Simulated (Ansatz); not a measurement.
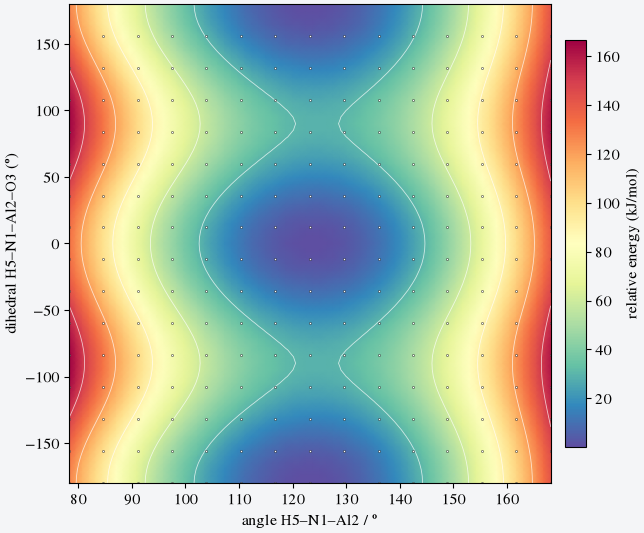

Energy landscape of AlFH3NO, SMILES [NH2][Al]([OH])[F]. Coordinates scanned: (1) angle H5–N1–Al2; (2) dihedral H5–N1–Al2–O3. Nothing is relaxed (all other coordinates rigid). The scan uses a 15 × 15 grid; 182 points were computed and 43 follow by symmetry. Energies: kJ/mol, counted from the relaxed molecule at the same level. Level of theory: RKS SPW92 (LDA)/def2-TZVP (Ansatz 0.2.0).

The picture shows a smooth colour map with a few white contour lines, dots at the grid points. Between grid points the surface is interpolated. 

What does the map say about the system?

The lowest grid point is at angle H5–N1–Al2 = 123.2°, dihedral H5–N1–Al2–O3 = −180°, 0 kJ/mol from the relaxed molecule at the same level; the map holds 2 wells of about this depth. The highest grid point, angle H5–N1–Al2 = 78.2°, dihedral H5–N1–Al2–O3 = 84°, lies 167 kJ/mol above the lowest. On the interpolated surface the easiest way out of the lowest well to a well of about the same depth near angle H5–N1–Al2 = 123.2°, dihedral H5–N1–Al2–O3 = −12° passes a barrier of about 29 kJ/mol. Round the minimum the two coordinates are nearly uncoupled.

The input of one point:

```yaml
crystal:
  periodic: [false, false, false]
  atoms:
    - { symbol: "N", position_ang: [-0.570981, 0.925885, -0.530997] }
    - { symbol: Al, position_ang: [-0.129538, -0.623963, 0.150933] }
    - { symbol: O, position_ang: [1.363651, -1.01083, 0.81933] }
    - { symbol: F, position_ang: [-1.262107, -1.812519, 0.144522] }
    - { symbol: H, position_ang: [-1.487949, 1.119527, -0.926637] }
    - { symbol: H, position_ang: [0.031597, 1.74202, -0.589282] }
    - { symbol: H, position_ang: [2.116444, -0.408575, 0.886451] }
basis:
  gaussian: { orbitals: def2-TZVP }
hamiltonian:
  xc: lda
output:
  forces: true
```

Each point was launched as `ansatz run input.yaml --threads 1 --pin off --max-ram 2560MiB --backend cpu --events-out ev --progress --plain --runs-dir out`. Time for the 182 points that were run: 2.5 min on 1 thread of AMD EPYC 9R45 96-Core Processor (Zen 5), on a shared host.
